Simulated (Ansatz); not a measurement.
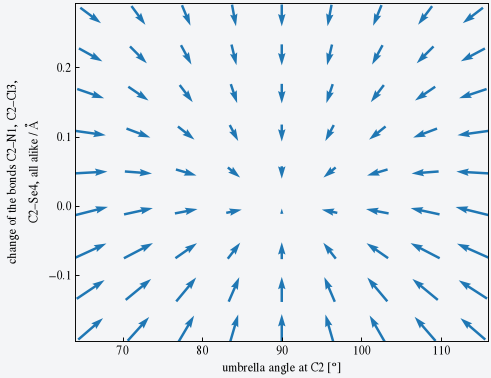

CH2ClNSe, SMILES NC(Cl)=[Se]. First axis: umbrella angle at C2 (between each of its bonds and their common axis; 90 is planar). Second axis: change of the bonds C2–N1, C2–Cl3, C2–Se4, all alike. Nothing is relaxed (all other coordinates rigid). Grid: 9 × 9 points; 45 points were computed and 36 follow by symmetry. Points are written as (first, second). All numbers below come from Ansatz 0.2.0, RKS PBE0-D4/def2-TZVP.

The picture shows arrows along the force (downhill), their lengths compressed.

> The arrows alone are given. Where is the energy lowest?

The arrows converge at about (90°, 0.000 Å) (read from the interpolated surface).

The energy map of the same scan:

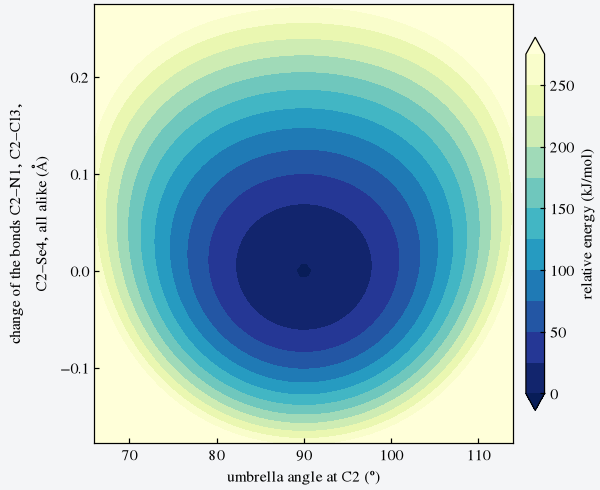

Energies are in kJ/mol, from the lowest grid point; between grid points the surface is interpolated.
